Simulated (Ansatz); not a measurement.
C$_{2}$H$_{3}$AlF (SMILES C=[CH][Al+][F]) (charge +1)

```tsv
atom	x (Å)	y (Å)	z (Å)
C	0.9663	-1.5559	-2.1253
C	-0.1330	-1.0508	-1.5145
Al	-1.8665	-1.8285	-1.7024
F	-3.3464	-2.5097	-1.8750
H	1.9435	-1.0619	-1.9786
H	0.9698	-2.4446	-2.7761
H	-0.0761	-0.1541	-0.8712
```

Geometry: BLYP-D3(BJ)/def2-SVP.

Computed with Ansatz, isolated molecule in a Gaussian basis; Kohn-Sham density functional theory, functional PBE0.

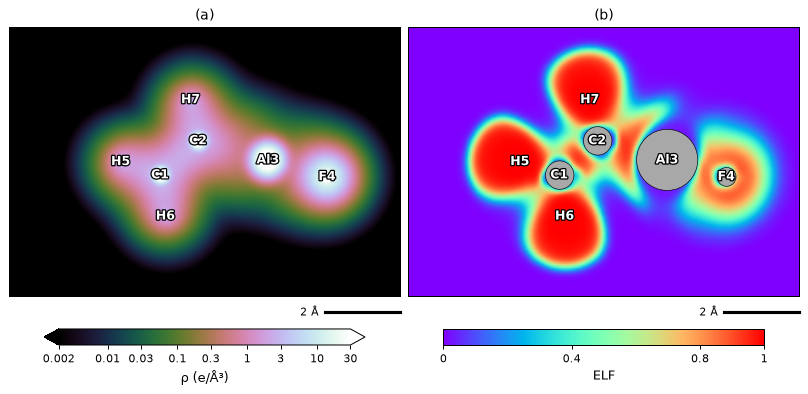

Figure 1. (a) total electron density; (b) ELF on the molecular plane. Grey discs cover the atomic cores in the ELF map.

Q: What do the fields say about this system?

A: Atoms in the plane: C, Al, F and H. C–C (1.36 Å): ρ at the midpoint is about 2.3 e/Å³; the ELF peaks at about 0.95 between the atoms, as expected for a covalent bond. Al–F (1.64 Å): ρ at the midpoint is about 0.95 e/Å³; the ELF peaks at about 0.85 in the valence shell of F, 0.6 Å from its nucleus, and is about 0.35 at the midpoint. C–Al (1.91 Å): ρ at the midpoint is about 0.74 e/Å³; the ELF peaks at about 0.95 between the atoms, as expected for a shared but strongly polarised pair. C–H (1.10 Å): the density is about 2.1 e/Å³ at the midpoint; the ELF climbs to about 1 towards the hydrogen, as it does in any bond to H: an ordinary covalent bond to hydrogen. The ELF also peaks beside F4, away from the bonds: lone-pair regions.

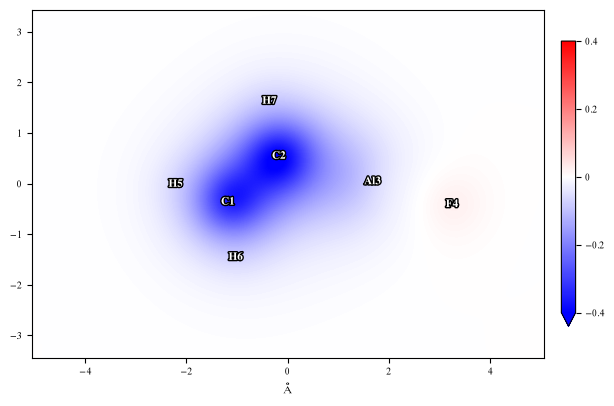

Figure 2. One frontier orbital on a plane 0.8 Å above the molecular plane (values in Å⁻³ᐟ²; the overall sign is arbitrary).

Q: Which orbital is it: HOMO or LUMO?

A: The HOMO, at −14.03 eV. Its weight (Hirshfeld) is mainly on C2 (about 45 %) and C1 (about 35 %); it changes sign across the molecular plane (π type); π-bonding across C1–C2.

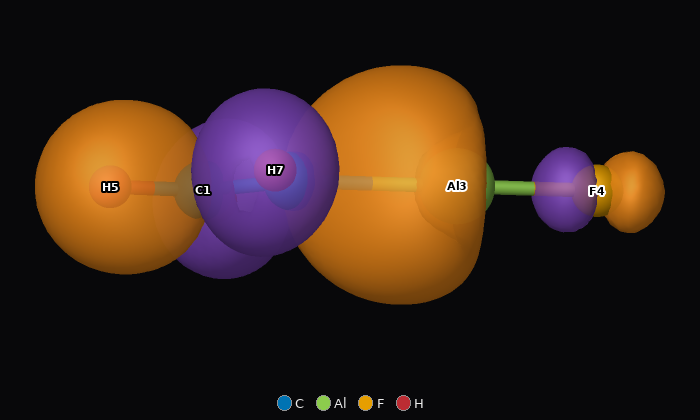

Figure 3. The HOMO−1 at ±0.1 Å⁻³ᐟ² (orange and purple are the two phases), seen from one side.

Q: Where does this orbital lie, and at what energy?

A: Its weight (Hirshfeld) is mainly on C2 (about 25 %), C1 (about 20 %), Al3 (about 20 %), H5 (about 10 %), H7 (about 10 %) and H6 (about 10 %); it is symmetric in the molecular plane (an in-plane orbital: σ, lone-pair or in-plane π type). Its energy is −15.08 eV.
